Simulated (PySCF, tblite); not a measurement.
# CH8ClO2Si3 radical: geometry, infrared bands and EPR parameters

Aim: predict the infrared bands and EPR parameters of CH8ClO2Si3 radical (`C[Si@H](O[SiH2])O[SiH2]Cl`).

The runs use tblite 0.8.0 and PySCF 2.14.0, with density-fitted response routines of our own; the level of theory stands in each step. All values are computed, except where a source is named. Atoms are numbered from 0 throughout.

### 1 The molecule as given

15 atoms, charge 0, multiplicity 2; geometry from: force field or distance geometry start.

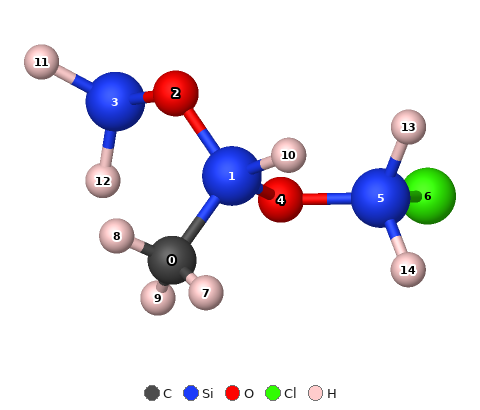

The starting geometry (carbon dark grey, silicon blue, oxygen red, chlorine green, hydrogen pink), atoms numbered.

### 2 Relaxing the molecule with GFN2-xTB

Job settings and geometry (Å):

```
{"job": {"kind": "relax", "xc": "GFN2-xTB", "basis": "xTB"}, "charge": 0, "multiplicity": 2}
C      1.042400     1.418100    -0.920800
Si     0.127800     0.459900     0.389900
O      1.199900    -0.331700     1.490700
Si     2.057200    -1.613900     0.805200
O     -0.897200    -0.689600    -0.311800
Si    -2.554700    -0.428500     0.004900
Cl    -3.552900    -2.199300    -0.445100
H      0.495200     2.378200    -1.118700
H      2.063800     1.587000    -0.542800
H      1.117200     0.803900    -1.824200
H     -0.675700     1.409300     1.183700
H      3.409900    -1.626200     1.360000
H      2.066800    -1.642000    -0.638300
H     -2.817800    -0.135200     1.422300
H     -3.086400     0.617800    -0.877200
```

Launch:

```sh
$ OMP_NUM_THREADS=1 python probes_run.py task.json out
```

The driver reads the jobs from task.json and runs them one after another.

The log of the run:

```text
step      E/eV     max force
  0    -660.06641    2.633
  1    -660.35508    1.755
  2    -660.55355    1.847
  3    -660.61613    0.731
  4    -660.67176    0.585
  5    -660.69742    0.531
  6    -660.74521    0.592
  7    -660.78100    0.539
  8    -660.81158    0.439
  9    -660.83248    0.453
 10    -660.85763    0.387
 11    -660.88834    0.510
 12    -660.92351    0.538
 13    -660.95370    0.394
 14    -660.97171    0.339
 15    -660.98359    0.323
 16    -661.00044    0.427
 17    -661.01872    0.405
 18    -661.03205    0.279
 19    -661.04316    0.341
 20    -661.05828    0.311
 21    -661.07529    0.393
 22    -661.09241    0.363
 23    -661.10602    0.232
 24    -661.11346    0.178
 25    -661.11734    0.236
 26    -661.12226    0.241
 27    -661.12872    0.182
 28    -661.13519    0.233
 29    -661.14062    0.225
 30    -661.14373    0.131
 31    -661.14536    0.072
 32    -661.14628    0.088
 33    -661.14740    0.117
 34    -661.14925    0.130
 35    -661.15151    0.098
 36    -661.15291    0.080
 37    -661.15381    0.075
 38    -661.15487    0.112
 39    -661.15615    0.114
 40    -661.15786    0.159
 41    -661.15954    0.176
 42    -661.16109    0.112
 43    -661.16212    0.088
 44    -661.16290    0.066
 45    -661.16329    0.044
 46    -661.16361    0.039
 47    -661.16385    0.043
 48    -661.16412    0.040
 49    -661.16429    0.029
 50    -661.16443    0.021
 51    -661.16454    0.023
 52    -661.16467    0.026
 53    -661.16484    0.033
 54    -661.16508    0.037
 55    -661.16541    0.050
 56    -661.16580    0.054
 57    -661.16613    0.044
 58    -661.16638    0.037
 59    -661.16658    0.038
 60    -661.16680    0.044
 61    -661.16705    0.039
 62    -661.16731    0.040
 63    -661.16760    0.048
 64    -661.16796    0.052
 65    -661.16837    0.068
 66    -661.16885    0.051
 67    -661.16934    0.052
 68    -661.16966    0.052
 69    -661.17011    0.068
 70    -661.17076    0.080
 71    -661.17164    0.078
 72    -661.17267    0.095
 73    -661.17375    0.095
 74    -661.17490    0.113
 75    -661.17601    0.149
 76    -661.17707    0.211
 77    -661.17865    0.103
 78    -661.18063    0.111
 79    -661.18062    0.178
 80    -661.18271    0.141
 81    -661.18379    0.093
 82    -661.18700    0.140
 83    -661.19021    0.122
 84    -661.17709    0.537
 85    -661.19253    0.136
 86    -661.19339    0.063
 87    -661.19450    0.099
 88    -661.19518    0.094
 89    -661.19712    0.074
 90    -661.19787    0.066
 91    -661.19838    0.048
 92    -661.19874    0.037
 93    -661.19902    0.061
 94    -661.19924    0.056
 95    -661.19948    0.048
 96    -661.19971    0.027
 97    -661.19989    0.020
 98    -661.19997    0.026
 99    -661.20002    0.018
100    -661.20006    0.019
101    -661.20013    0.022
102    -661.20026    0.039
103    -661.20044    0.050
104    -661.20068    0.046
105    -661.20087    0.030
106    -661.20099    0.019
107    -661.20107    0.022
108    -661.20120    0.035
109    -661.20143    0.047
110    -661.20183    0.054
111    -661.20235    0.049
112    -661.20277    0.035
113    -661.20300    0.031
114    -661.20317    0.030
115    -661.20342    0.040
116    -661.20387    0.054
117    -661.20446    0.056
118    -661.20494    0.049
119    -661.20518    0.045
120    -661.20530    0.026
121    -661.20542    0.032
122    -661.20562    0.052
123    -661.20586    0.048
124    -661.20602    0.046
125    -661.20610    0.021
126    -661.20614    0.012
127    -661.20618    0.013
128    -661.20623    0.016
129    -661.20627    0.017
130    -661.20630    0.012
131    -661.20632    0.007
```

Run time: 1 s. Hardware: 1 thread of Arm Neoverse V2, shared host.

Relaxation path: (not every step is listed)

```tsv
step	energy from step 0 (eV)	largest force (eV/Å)
0	0.0000	2.6328
1	-0.2887	1.7546
2	-0.4871	1.8469
3	-0.5497	0.7313
4	-0.6053	0.5850
5	-0.6310	0.5311
6	-0.6788	0.5921
7	-0.7146	0.5393
8	-0.7452	0.4391
19	-0.9767	0.3407
30	-1.0773	0.1308
41	-1.0931	0.1762
52	-1.0983	0.0256
63	-1.1012	0.0482
74	-1.1085	0.1133
85	-1.1261	0.1357
96	-1.1333	0.0266
107	-1.1347	0.0224
118	-1.1385	0.0487
126	-1.1397	0.0121
127	-1.1398	0.0128
128	-1.1398	0.0163
129	-1.1399	0.0168
130	-1.1399	0.0119
131	-1.1399	0.0070
```

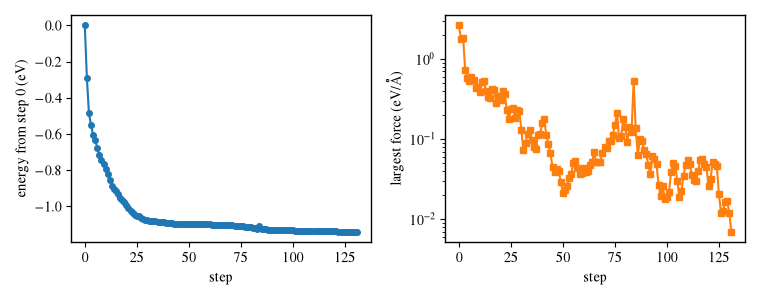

Energy and force, step by step.

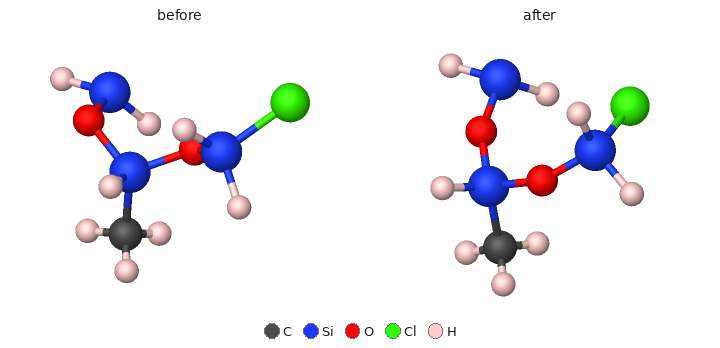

The geometry before (left) and after (right).

Distances of close pairs at the start and the end, largest changes first:

```tsv
bond	before (Å)	after (Å)	change (Å)
Si1–O2	1.729	1.610	-0.119
O4–Si5	1.708	1.606	-0.102
Si5–Cl6	2.082	2.004	-0.078
Si1–O4	1.692	1.634	-0.058
O2–Si3	1.688	1.635	-0.053
C0–H7	1.123	1.086	-0.037
C0–Si1	1.863	1.890	+0.027
Si1–H10	1.475	1.454	-0.021
```

The next job starts from the end point, and lists it.

### 3 Infrared spectrum with GFN2-xTB

Job settings and geometry (Å):

```
{"job": {"kind": "ir", "xc": "GFN2-xTB", "basis": "xTB"}, "charge": 0, "multiplicity": 2}
C      1.001910     1.663903    -1.052632
Si     0.290182     0.902801     0.524687
O      1.099870    -0.417049     0.965240
Si     1.557839    -1.986226     0.916604
O     -1.262935     0.504886     0.209313
Si    -2.487056    -0.519571     0.033214
Cl    -1.827084    -2.283227    -0.653651
H      0.472857     2.574451    -1.316770
H      2.050101     1.915646    -0.924913
H      0.924474     0.981845    -1.896305
H      0.242840     1.744448     1.709576
H      2.869423    -1.962643     1.549757
H      1.502047    -2.471402    -0.454390
H     -3.095382    -0.735984     1.338563
H     -3.343500     0.096111    -0.970205
```

The log of the run:

```text
mode    cm-1     km/mol
  1     -13.5      1.76
  2      26.9      2.10
  3      33.5      0.39
  4      56.2      0.35
  5      77.8      1.43
  6      90.7      3.38
  7     102.3      0.13
  8     178.3      0.78
  9     187.9     21.07
 10     243.7     15.77
 11     310.0     54.64
 12     482.2     34.66
 13     513.2     63.88
 14     528.6     32.16
 15     584.1     45.95
 16     591.2      4.41
 17     617.8     15.42
 18     638.9     29.72
 19     651.3    191.47
 20     680.8    203.05
 21     719.8     32.52
 22     735.7    455.39
 23     774.9    269.97
 24     786.9    124.15
 25     822.8     86.28
 26     844.7     97.70
 27    1066.5    602.83
 28    1106.8    607.14
 29    1374.6     24.44
 30    1478.7      0.56
 31    1485.1      0.38
 32    2291.5    215.95
 33    2296.5    436.09
 34    2304.6    254.70
 35    2316.0    110.25
 36    2331.8    374.62
 37    3022.6     27.57
 38    3045.8     29.49
 39    3049.7     16.76
```

Wall time 0.6 s (1 thread of Arm Neoverse V2, shared host).

The strongest bands and the atoms that carry them (share of the mass-weighted mode):

```tsv
cm⁻¹	km/mol	atoms
736	455.4	H13 35 %, H14 33 %
775	270.0	H14 22 %, C0 21 %, Si1 20 %, H13 20 %
1066	602.8	O4 44 %, O2 31 %, Si1 13 %
1107	607.1	O2 45 %, O4 34 %
2292	215.9	H13 60 %, H14 34 %
2296	436.1	H11 95 %
2305	254.7	H12 95 %
2332	374.6	H10 94 %
```

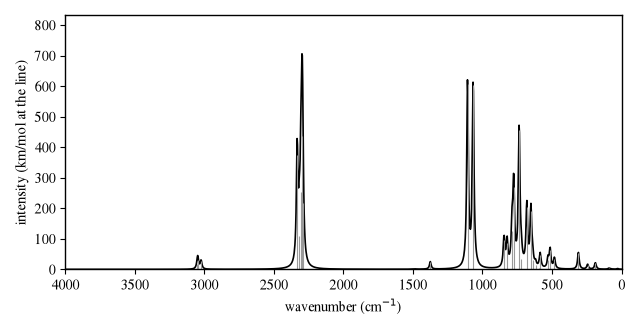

The infrared spectrum from these modes, unscaled. Lines are broadened to a width of 14 cm⁻¹ (Lorentzian).

### 4 EPR parameters: B3LYP/pcH-1

Settings changed since step 3:

```diff
@@ -1,2 +1,2 @@
-{"job": {"kind": "ir", "xc": "GFN2-xTB", "basis": "xTB"}, "charge": 0, "multiplicity": 2}
+{"job": {"kind": "epr", "basis": "pcH-1"}, "charge": 0, "multiplicity": 2}
 C      1.001910     1.663903    -1.052632
```

With the program's defaults for keys left out, this is: UKS B3LYP, pcH-1 on C Cl H O Si, non-relativistic, mean-field spin-orbit, GIAO.

The log of the run:

```text
UKS, coarse grid
  cycle   1  E = -1522.02979518  |g| = 8.69e-01
  cycle   2  E = -1521.44985273  |g| = 1.49e+00
  cycle   3  E = -1522.26798311  |g| = 1.61e-01
  cycle   4  E = -1522.27727453  |g| = 7.26e-02
  cycle   5  E = -1522.27926205  |g| = 2.08e-02
  cycle   6  E = -1522.27939854  |g| = 7.50e-03
  cycle   7  E = -1522.27941873  |g| = 1.93e-03
  cycle   8  E = -1522.27942063  |g| = 4.47e-04
UKS, final grid
  cycle   1  E = -1522.27946636  |g| = 4.62e-04
  cycle   2  E = -1522.27946630  |g| = 6.13e-04
  cycle   3  E = -1522.27946646  |g| = 8.09e-05
  cycle   4  E = -1522.27946646  |g| = 2.12e-05
E = -1522.27946646 Eh   <S^2> = 0.7511 (exact 0.7500)
g shifts (ppm)      1          2          3
  rmc          -149       -149       -149
  gc             57         17         55
  oz_so        -746        -44       2010
  total        -838       -176       1916
hyperfine (MHz)  atom isotope    a_iso     a_fc   dipolar eigenvalues
    0   13C       2.14       2.14     -0.56     -0.38      0.94
    1  29Si       1.27       1.25     -1.73      0.68      1.05
    2   17O     -23.86     -23.77    -27.55     13.34     14.21
    3  29Si    -593.18    -594.22   -158.87     79.15     79.72
    4   17O      -1.07      -1.07     -0.22      0.05      0.17
    5  29Si      -0.36      -0.36     -0.34      0.14      0.20
    6  35Cl       2.87       2.87     -0.92     -0.85      1.77
    7    1H       0.85       0.85     -0.67     -0.45      1.12
    8    1H      -0.08      -0.08     -0.91     -0.63      1.54
    9    1H       0.00       0.00     -1.01     -0.61      1.63
   10    1H      -1.22      -1.22     -1.35     -1.07      2.42
   11    1H      96.49      96.49     -8.57      0.62      7.95
   12    1H      95.12      95.11     -8.75      0.60      8.15
   13    1H       0.04       0.04     -0.78     -0.75      1.53
   14    1H      -0.04      -0.04     -0.45     -0.41      0.86
```

It took 1.8 min on 1 thread of Arm Neoverse V2, shared host; peak memory 1.1 GiB.

Principal g values 2.00148, 2.00214, 2.00424; g(iso) = 2.00262, against 2.00232 for a free electron.

Hyperfine couplings; where a row names several nuclei, a(iso) is their mean (it holds for fast rotation or exchange) and the dipolar term the largest among them:

```tsv
nuclei	isotope	a(iso) (MHz)	a(iso) (G, at g = 2.0023)	largest dipolar term (MHz)
Si3	29Si	-593.2	-211.7	-158.9
H11, H12	1H	95.8	34.2	-8.8
O2	17O	-23.9	-8.5	-27.6
Cl6	35Cl	2.9	1.0	1.8
C0	13C	2.1	0.8	0.9
Si1	29Si	1.3	0.5	-1.7
H10	1H	-1.2	-0.4	2.4
O4	17O	-1.1	-0.4	-0.2
Si5	29Si	-0.4	-0.1	-0.3
H7, H8, H9	1H	0.3	0.1	1.6
H14	1H	0.0	0.0	0.9
H13	1H	0.0	0.0	1.5
```

Mulliken spin populations:

C0 0.00; Si1 0.00; O2 0.05; Si3 0.87; O4 0.00; Si5 0.00; Cl6 0.00; H7 0.00; H8 0.00; H9 0.00; H10 0.00; H11 0.04; H12 0.04; H13 0.00; H14 0.00

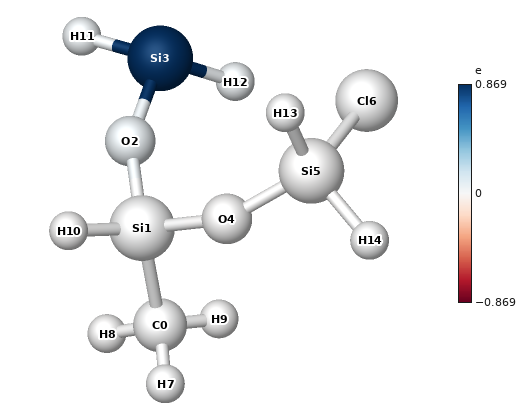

Mulliken spin populations, as colours on the atoms.

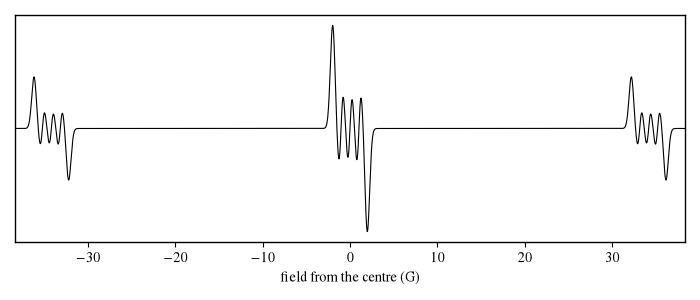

First-order isotropic spectrum (first derivative, main isotopes with spin only, couplings over 0.8 MHz, Gaussian width 0.3 G; couplings of the frozen geometry, rotation of groups not averaged beyond the rows shown).

The fields below are evaluated on a grid from the run's orbitals.

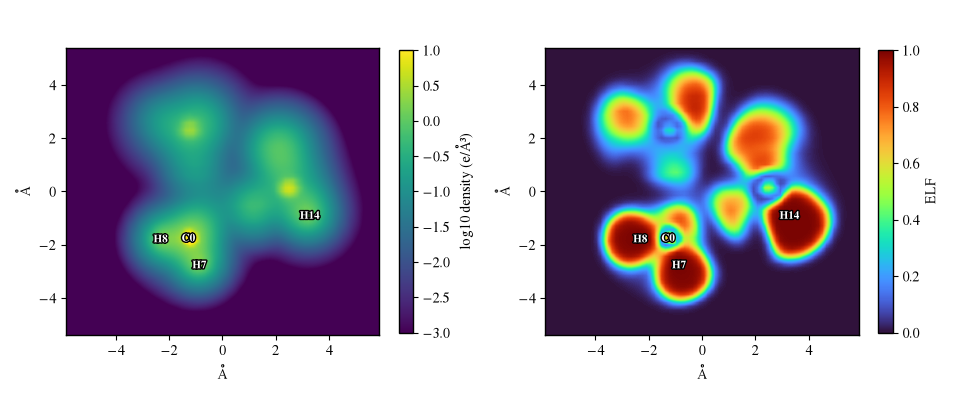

Density (left) and ELF (right) in a plane through or near 4 of the atoms.

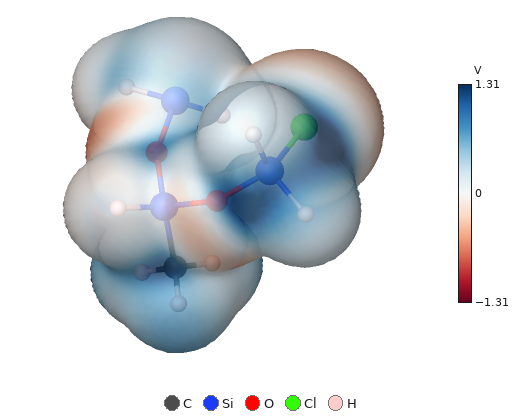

The potential that a unit positive charge feels on the 0.002 e/bohr³ surface, from -0.50 V near O2 to 1.31 V near H13.

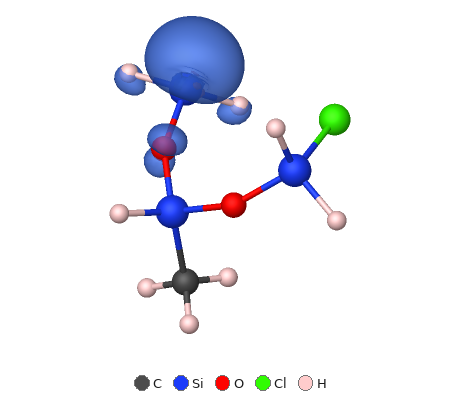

Spin density at ±0.05 e/Å³ (alpha excess blue, beta excess red).

### 5 Results

```
                                 quantity                    value
strongest single infrared mode (GFN2-xTB)    1107 cm⁻¹, 607 km/mol
             zero-point energy (GFN2-xTB)            55.0 kcal/mol
                           g(iso) (B3LYP)                  2.00262
                                     ⟨S²⟩       0.751 (exact 0.75)
       largest a(iso) (averaged by class)  29Si on Si3, -593.2 MHz
    surface potential, least and greatest       -0.50 V and 1.31 V
```

In words: Relaxing lowered the energy by 1.140 eV in 131 steps; the close pair that moved most is Si1–O2, from 1.729 to 1.610 Å. The lowest mode is slightly imaginary (14i cm⁻¹), a soft motion within the noise of the Hessian, so the minimum is not strictly shown. The strongest single mode, at 1107 cm⁻¹, moves mainly O2 and O4. Unscaled tight-binding wavenumbers are off by several per cent, some by more. Its intensities can rank the bands wrongly. Most of the unpaired spin sits on Si3 (0.87 e). The isotropic g lies 0.3 ppt above the free-electron value.
